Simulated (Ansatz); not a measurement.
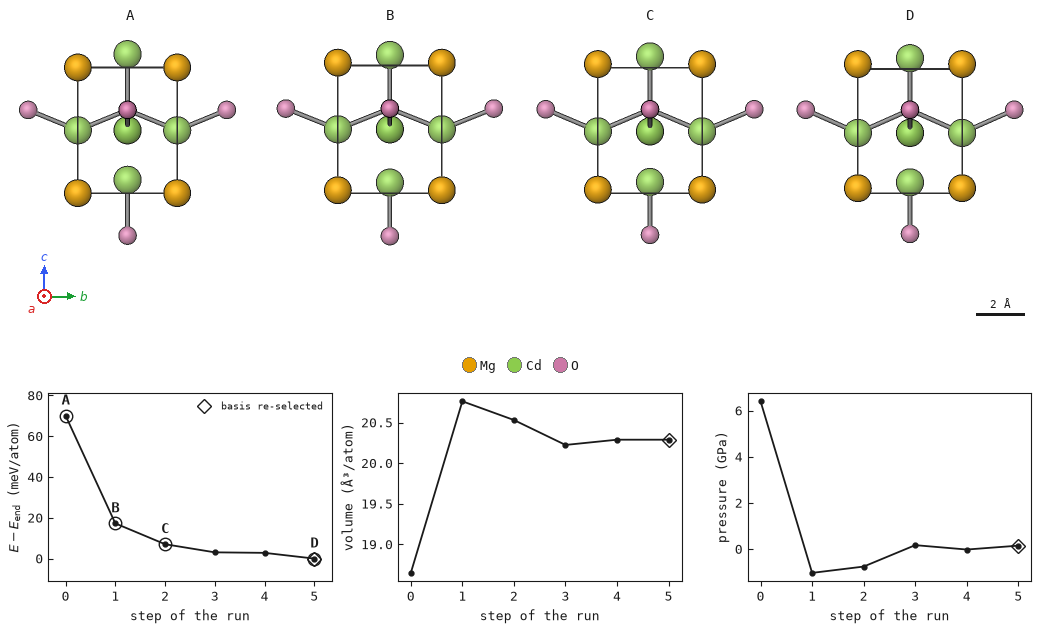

Frames of a relaxation of crystalline MgCd₃O (a generated structure, set up in P4mm) (coarse preliminary run), marked on the history of the run. Style: ball-and-stick. Shown: the cell of the calculation, along the a axis.

All numbers below come from DFT PBE, scalar-relativistic, plane waves, PAW in Ansatz 0.2.0.

Input file:
```yaml
crystal:
  lattice:
    - [4.19250376, 0.0, 0.0]
    - [0.0, 4.19250376, 0.0]
    - [0.0, 0.0, 5.30500447]
  atoms:
    - { symbol: Mg, position: [0.0, 0.0, 0.0] }
    - { symbol: Cd, position: [0.5, 0.5, 0.1059] }
    - { symbol: Cd, position: [0.0, 0.5, 0.5] }
    - { symbol: Cd, position: [0.5, 0.0, 0.5] }
    - { symbol: O, position: [0.5, 0.5, 0.662] }
basis:
  ecutwfc: 420
kpoints:
  mp_grid: { grid: [4, 4, 4] }
hamiltonian:
  xc: pbe
scf:
  occupations: { method: gaussian, width: 0.1 }
  lower_state_search: "off"
output:
  forces: true
  stress: true
  eigenvalues: true
relax:
  adjacent_minimum: "off"
  f_tol: 0.04
  max_steps: 70
  cell: { stress_tol: 0.4 }
```

Run as
```bash
ansatz run input.yaml --threads 1 --pin off --max-ram 2560MiB --backend cpu --events-out ev --progress --plain --runs-dir out
```

Q: What happens along the run?

A: The atom that moves furthest relative to the cell is Mg1 (0.21 Å along +c). Largest moves by element: Mg 0.21 Å, Cd 0.10 Å, O 0.05 Å. The volume changes by +8.8 %, with a = b 4.193 → 4.400 Å (+4.9 %), c 5.305 → 5.241 Å (−1.2 %). Among the contacts that change: Cd2–O5 2.355 → 2.178 Å, Cd3–O5 2.266 → 2.407 Å. Among the angles between lasting bonds that change: O5–Cd3–O5 135.4° → 132.1°, Cd3–O5–Cd3 135.4° → 132.1°. The space group stays P4mm (No. 99). The energy falls by 70.1 meV per atom in 4 accepted moves (5 points after the start). The largest force component goes from 1.3 to 0.03 eV/Å. The pressure goes from 6.40 to 0.15 GPa. The SCF was repeated once at an unchanged geometry on a basis and grid sized afresh for the cell, which shifted the energy by 2.8 meV per atom at most. From step 0 to 1: Cd2 moves most (0.13 Å), volume +11.3 %, energy −52.9 meV per atom. From step 1 to 2: Cd atoms move most (0.04 Å), volume −1.1 %, energy −10.2 meV per atom. From step 2 to 5: Mg1 moves most (0.06 Å), volume −1.2 %, energy −7.0 meV per atom.

```json
{"step": "0", "E − E(0), meV/atom": "0.00", "largest force component, eV/Å": "1.3049", "pressure, GPa": "6.40", "volume, Å³/atom": "18.649", "note": ""}
{"step": "1", "E − E(0), meV/atom": "-52.87", "largest force component, eV/Å": "0.4087", "pressure, GPa": "-1.03", "volume, Å³/atom": "20.762", "note": ""}
{"step": "2", "E − E(0), meV/atom": "-63.08", "largest force component, eV/Å": "0.2799", "pressure, GPa": "-0.76", "volume, Å³/atom": "20.531", "note": ""}
{"step": "3", "E − E(0), meV/atom": "-67.06", "largest force component, eV/Å": "0.1077", "pressure, GPa": "0.17", "volume, Å³/atom": "20.225", "note": ""}
{"step": "4", "E − E(0), meV/atom": "-67.31", "largest force component, eV/Å": "0.0300", "pressure, GPa": "-0.02", "volume, Å³/atom": "20.289", "note": ""}
{"step": "5", "E − E(0), meV/atom": "-70.12", "largest force component, eV/Å": "0.0298", "pressure, GPa": "0.15", "volume, Å³/atom": "20.289", "note": "same geometry, new basis"}
```

Limits of the set-up: the k-point mesh is coarse for a cell with partly filled bands.
